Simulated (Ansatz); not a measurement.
**Single-point calculation of CH₆InNO (charge −1)**

CH₆InNO, charge −1, multiplicity 2, computed with UKS r2SCAN/def2-TZVP (Ansatz 0.2.0).

Some settings of this run were made unusual or wrong on purpose. The geometry comes from this level: PBE0-D4/def2-TZVP.

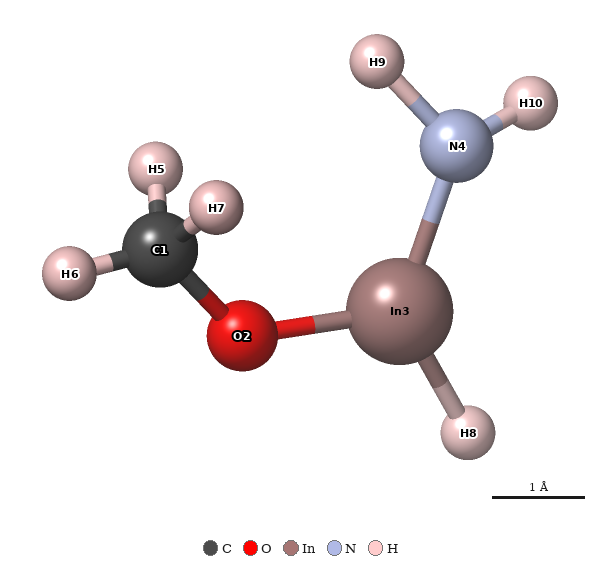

Fig. 1: The structure (ball-and-stick view, seen at a tilt; atoms are numbered from 1 in the order of the input). Sticks mark near contacts. Bond lengths as drawn: C–H 1.08 to 1.12 Å, C–O 1.50 Å, H–In 1.76 Å, H–N 1.10 to 1.30 Å, In–N 1.94 Å and In–O 1.82 Å.

The input:
```yaml
crystal:
  periodic: [false, false, false]
  atoms:
    - {symbol: C, position_ang: [-1.274538, -0.193562, 1.173786]}
    - {symbol: O, position_ang: [0.219074, -0.256445, 1.305128]}
    - {symbol: In, position_ang: [1.465519, 0.130125, 0.041589]}
    - {symbol: N, position_ang: [0.721014, 0.438860, -1.725389]}
    - {symbol: H, position_ang: [-1.485525, -0.928193, 0.353013]}
    - {symbol: H, position_ang: [-1.946691, -0.376610, 1.997182]}
    - {symbol: H, position_ang: [-1.497351, 0.729689, 0.609417]}
    - {symbol: H, position_ang: [3.142986, -0.077583, 0.544237]}
    - {symbol: H, position_ang: [-0.516761, 0.108654, -1.947317]}
    - {symbol: H, position_ang: [1.275183, 0.280328, -2.664423]}
basis:
  gaussian: {orbitals: def2-TZVP, final_grid: {core_spheres: 1, valence_spheres: 1, degree: 5}}
total_charge: -1
magnetization: {spin_polarized: true, initial_magnetization: 1}
hamiltonian: {xc: {name: r2SCAN}}
```

Hardware: 4 threads of AMD EPYC, 15 GiB of memory available, shared host.

Run as:
```bash
ansatz run in.yaml --threads 4 --pin off --events-out ev --progress --plain --max-ram 10444MiB
```

The program's output:
```
Functional definition: r2SCAN
  name "r2SCAN"
  cite "Furness, Kaplan, Ning, Perdew & Sun, J. Phys. Chem. Lett. 11, 8208 (2020) doi:10.1021/acs.jpclett.0c02405"
  cite "Furness, Kaplan, Ning, Perdew & Sun, J. Phys. Chem. Lett. 11, 9248 (2020) doi:10.1021/acs.jpclett.0c03077"
  parent r2scan
  parameter k0 = 0.174
  parameter k1 = 0.065
  parameter a1 = 4.9479
  exchange = r2scan_x(k0 = k0, k1 = k1, a1 = a1)
  correlation = r2scan_c
1138 factors; their error is unknown
mean field evaluation 1: about -9837.1060 eV, gradient 4.1e1 eV
mean field evaluation 2: about -9796.2254 eV, gradient 8.7e1 eV
mean field evaluation 4: about -9844.0359 eV, gradient 8.7e0 eV
mean field evaluation 8: about -9844.3730 eV, gradient 2.5e-1 eV
mean field evaluation 16: about -9824.6376 eV, gradient 9.0e-1 eV
mean field evaluation 32: about -9824.6482 eV, gradient 6.3e-4 eV
mean field -9824.64815549 eV, -361.0491603284 hartree, gradient 5.7e-5 eV, S^2 0.777051; 4 other end points of the search recorded, 0 dependent functions left out
reference -9824.64825508 eV, -361.0491639883 hartree; 25, 24 occupied and 154, 155 virtual orbitals, 1138 factors
Total energy: -9824.64825508 eV, -361.0491639883 hartree
```

Outcome:

| quantity | value |
| --- | --- |
| outcome | converged |
| total energy | −9824.6483 eV |
| ⟨S²⟩ | 0.777 |
| SCF solution under orbital rotations | stable |
| wall time | 2.4 s (CPU time 8.3 s) |
| peak memory | 0.4 GiB |

What went wrong:

A setting was made wrong on purpose: grid. The program still converged, but the numbers can't be taken as results for the intended system.
